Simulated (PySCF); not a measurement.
C$_{4}$H$_{10}$F$_{2}$Si$_{2}$

```
atom    x (Å)    y (Å)    z (Å)
   C  -2.6787   0.3911   0.8241
  Si  -1.7224   0.0850  -0.7843
   C   0.1178  -0.1370  -0.3728
   C   1.0678   0.7574  -0.6417
  Si   2.8983   0.6403  -0.1949
   C   0.4799  -1.3979   0.3468
   F   1.0736  -1.1517   1.5483
   F  -0.6186  -2.1445   0.6358
   H  -2.2936   1.2581   1.3550
   H  -3.7308   0.5664   0.6207
   H  -2.6075  -0.4642   1.4897
   H  -2.1976  -1.1166  -1.4757
   H  -1.7960   1.2506  -1.6736
   H   0.7492   1.6562  -1.1551
   H   3.0905   0.9883   1.2105
   H   3.6090   1.5848  -1.0599
   H   3.3840  -0.7179  -0.4580
   H   1.1664  -2.0423  -0.2268
```

Geometry: GFN2-xTB.

Theory: PySCF 2.14.0, PBE0/pcSseg-1, SCF density, gas phase, non-relativistic.

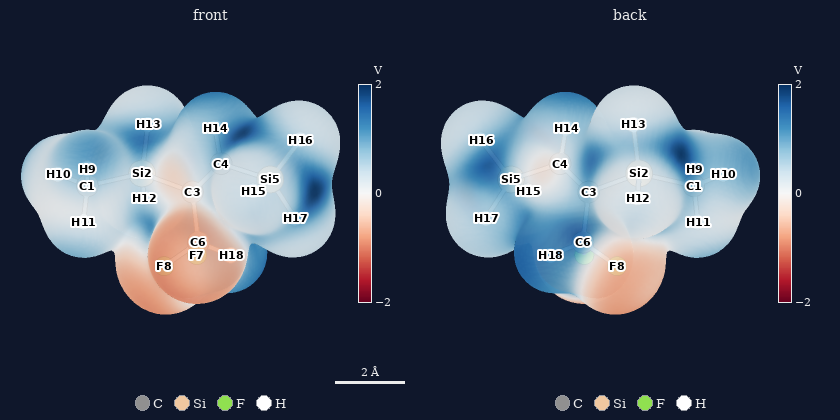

Figure 1. The molecular electrostatic potential painted on the density surface at 0.004 e/bohr³, seen from the front and from behind; the colour scale runs from red (negative) to blue (positive).

**Which sites attract a positive test charge, and which a negative one?**

A positive charge is drawn to the negative regions and a negative charge to the positive ones. The most negative region (about −0.9 V) lies over F7 and F8, the most positive (about +1.9 V) over Si2 and Si5.

**What dipole moment does the calculation give?**

Its dipole moment is 1.44 D.

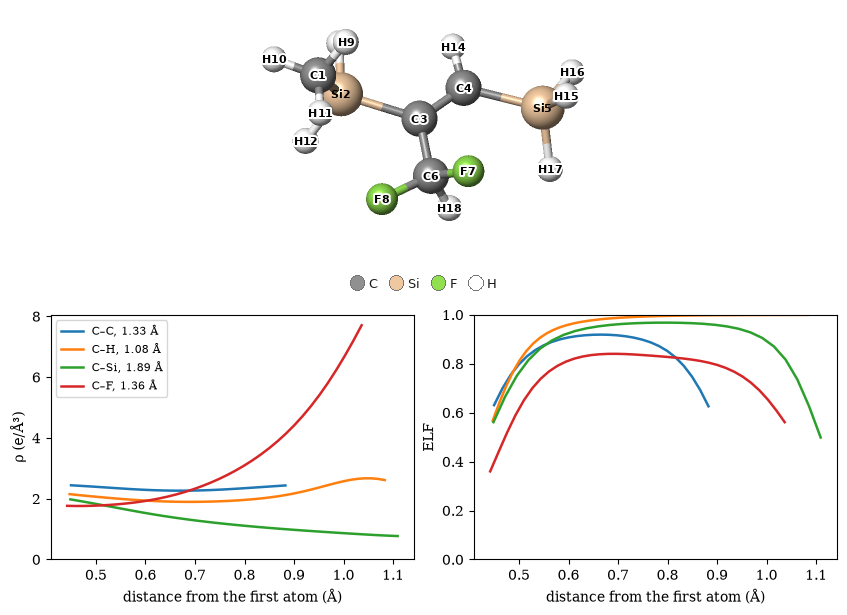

Figure 2. Electron density and ELF along straight lines between neighbouring atoms. The curves leave out the atomic cores. The structure is drawn too.

**Compare the contacts.**

C–C (1.33 Å): ρ at the midpoint is about 2.3 e/Å³; the ELF peaks at about 0.90 between the atoms (a multiple bond).
C–H (1.08 Å): ρ at the midpoint is about 2 e/Å³; the ELF climbs to about 1 towards the hydrogen, as it does in any bond to H (an ordinary covalent bond to hydrogen).
C–Si (1.89 Å): ρ at the midpoint is about 0.93 e/Å³; the ELF peaks at about 0.95 between the atoms, as expected for a shared electron pair.
C–F (1.36 Å): ρ is about 2.2 e/Å³ halfway, with its minimum of 1.8 e/Å³ about 0.5 Å from C; the ELF peaks at about 0.85 between the atoms, as expected for a shared but strongly polarised pair.
